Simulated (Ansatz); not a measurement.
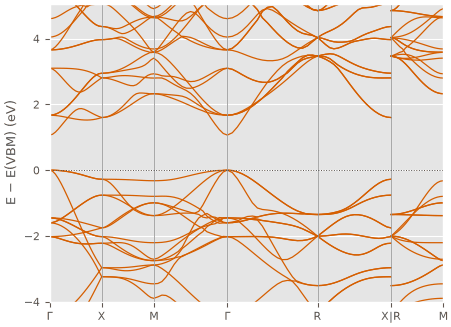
Fig. 1. Band structure from r²SCAN in the plane-wave PAW code Ansatz

Task: Read off the gap and where the band edges lie.

Result: About 1.1 eV (1.07 eV by a search for the band edges); maximum at Γ, minimum at Γ.

Task: Which compound is it?
(A) InP, Pm-3n (In on 6c, P on 6d)
(B) CsPbBr3, cubic perovskite
(C) Sr3BiN, anti-perovskite

Result: A, InP, Pm-3n (In on 6c, P on 6d)

The start of the workflow was typed in or built on a structure type; neither database checked (COD, Materials Project) lists it. It is not the phase usual at ambient conditions (space group No. 216). Symmetry was held in the r²SCAN relaxation; whether a distortion lowers the energy is not shown. The volume moved by 28 % from the start of the relaxation. Spin–orbit coupling is left out wherever it is not named.

Potentials: the later of the program's two PAW sets.
